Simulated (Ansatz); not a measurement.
Take SrO in the rock salt structure (space group Fm-3m, No. 225; a = 5.122 Å) as the base. Axes: x, y, z lie along the cube axes.

The change: a pure shear with ε_xy = ε_yx = 0.0114; the atoms relax in the strained cell.

The values are results of PBEsol (Ansatz, an electronic-structure program; PAW; 420 eV plane waves; no spin-orbit coupling), not measurements.

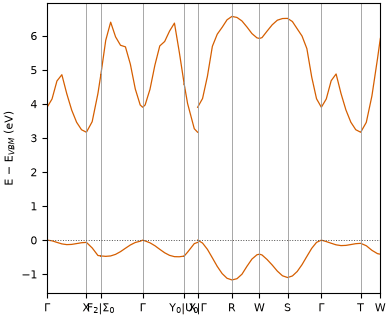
Figure. Highest valence and lowest conduction band along the path of the changed cell's own zone

The gap is 3.17 eV, indirect, Γ → X; the base has 3.20 eV.

Whether these cells are dynamically stable was not tested. k-point labels follow each cell's own Brillouin zone.
